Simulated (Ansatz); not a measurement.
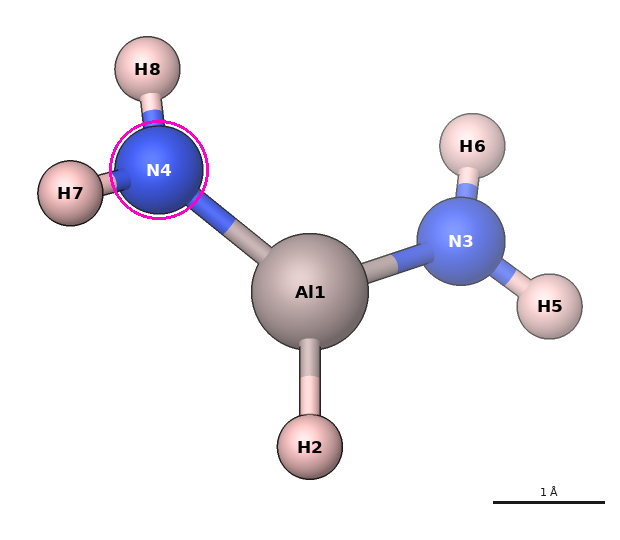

Orthographic view. Atoms fade into the background with distance from the viewer. The geometry was computed by an optimisation with PBE0-D4/def2-TZVP.

Which atoms are bonded to the circled atom?

Answer. The circled atom is N4; it is bonded to Al1, H7, H8.

Which two atoms are farthest apart in space?

Answer. H5 and H7, 4.87 Å.

What is the shortest path along bonds from the circled atom to H5?

Answer. N4–Al1–N3–H5, 3 bonds; through space the two are 3.99 Å apart.
